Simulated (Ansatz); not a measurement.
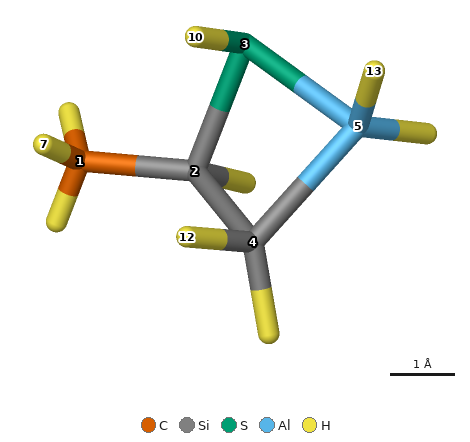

Fig. 1: The structure (stick view, seen at a tilt; atoms are numbered from 1 in the order of the input). Sticks mark near contacts.

CH₉AlSSi₂: single-point calculation

System: CH₉AlSSi₂.
Method: RHF-CCSD(T), frozen core/def2-TZVPP (Ansatz 0.2.0).

The geometry comes from this level: PBE0-D4/def2-TZVP.

The input:
```yaml
crystal:
  periodic: [false, false, false]
  atoms:
    - {symbol: C, position_ang: [-2.232643, 0.664117, 0.680875]}
    - {symbol: Si, position_ang: [-0.741888, 0.245240, -0.363898]}
    - {symbol: S, position_ang: [0.929665, 1.628780, 0.189907]}
    - {symbol: Si, position_ang: [0.535783, -1.698884, -0.222173]}
    - {symbol: Al, position_ang: [2.425352, -0.182865, -0.724491]}
    - {symbol: H, position_ang: [-2.507908, 1.715673, 0.577173]}
    - {symbol: H, position_ang: [-2.045059, 0.447926, 1.734483]}
    - {symbol: H, position_ang: [-3.078972, 0.050803, 0.358684]}
    - {symbol: H, position_ang: [-0.948372, 0.695913, -1.767467]}
    - {symbol: H, position_ang: [1.032060, 1.186798, 1.457230]}
    - {symbol: H, position_ang: [0.005141, -2.791695, -1.085196]}
    - {symbol: H, position_ang: [0.417140, -2.133067, 1.204370]}
    - {symbol: H, position_ang: [3.690863, -0.127666, 0.237646]}
    - {symbol: H, position_ang: [2.505839, 0.269826, -2.248342]}
basis:
  gaussian: {orbitals: def2-TZVPP}
correlation: {method: ccsd_t}
```

Hardware: 4 threads of Arm Neoverse V2, 23 GiB of memory available, shared host.

Launched with:
```bash
ansatz run in.yaml --threads 4 --pin off --events-out ev --progress --plain --max-ram 10444MiB
```

What the program printed:
```
Functional definition: HF
  name "HF"
  cite "Fock, Z. Phys. 61, 126 (1930) doi:10.1007/BF01340294"
  parent pbe
  exchange = exact_x
  correlation = 0
1840 factors; integrals over basis functions are off by at most 1.4e-3 eV
mean field evaluation 1: about -34296.7203 eV, gradient 2.8e1 eV
mean field evaluation 2: about -34297.0589 eV, gradient 2.9e1 eV
mean field evaluation 4: about -34300.1545 eV, gradient 3.6e0 eV
mean field evaluation 8: about -34300.2225 eV, gradient 2.3e-1 eV
mean field evaluation 16: about -34300.2228 eV, gradient 2.8e-6 eV
mean field -34300.22284082 eV, -1260.5099398742 hartree, gradient 2.8e-6 eV, S^2 0.000000; 0 other end points of the search recorded, 0 dependent functions left out
21 core orbitals not correlated: weight in the atoms' cores, before any rotation towards them, 1.000 or more for the frozen orbitals, at most 0.000 for the correlated occupied ones
reference -34300.22284082 eV, -1260.5099398742 hartree; 15, 15 occupied and 289, 289 virtual orbitals, 1840 factors
second order -18.98376906 eV of doubles, -0.00000000 eV of singles
cycle   1  -20.46319751 eV  change    -1.5e0 eV  update   1.1e-1
cycle   2  -21.10068718 eV  change   -6.4e-1 eV  update   3.3e-2
cycle   3  -21.17723231 eV  change   -7.7e-2 eV  update   1.3e-2
cycle   4  -21.17015527 eV  change    7.1e-3 eV  update   3.8e-3
cycle   5  -21.16835919 eV  change    1.8e-3 eV  update   1.4e-3
cycle   6  -21.16799386 eV  change    3.7e-4 eV  update   4.4e-4
cycle   7  -21.16793281 eV  change    6.1e-5 eV  update   1.4e-4
cycle   8  -21.16798441 eV  change   -5.2e-5 eV  update   5.7e-5
cycle   9  -21.16799260 eV  change   -8.2e-6 eV  update   2.1e-5
perturbative correction -0.89438639 eV, -0.0328680936 hartree
Total energy: -34322.28521982 eV, -1261.3207173479 hartree
```

Summary:

```json
{"quantity": "outcome", "value": "converged"}
{"quantity": "total energy", "value": "−34322.2852 eV"}
{"quantity": "mean-field energy", "value": "−34300.2228 eV"}
{"quantity": "CCSD correlation", "value": "−21.1680 eV"}
{"quantity": "(T) correction", "value": "−0.8944 eV"}
{"quantity": "T1 diagnostic", "value": "0.013"}
{"quantity": "SCF solution under orbital rotations", "value": "stable"}
{"quantity": "wall time", "value": "13 min (CPU time 51 min)"}
{"quantity": "peak memory", "value": "4.5 GiB"}
```
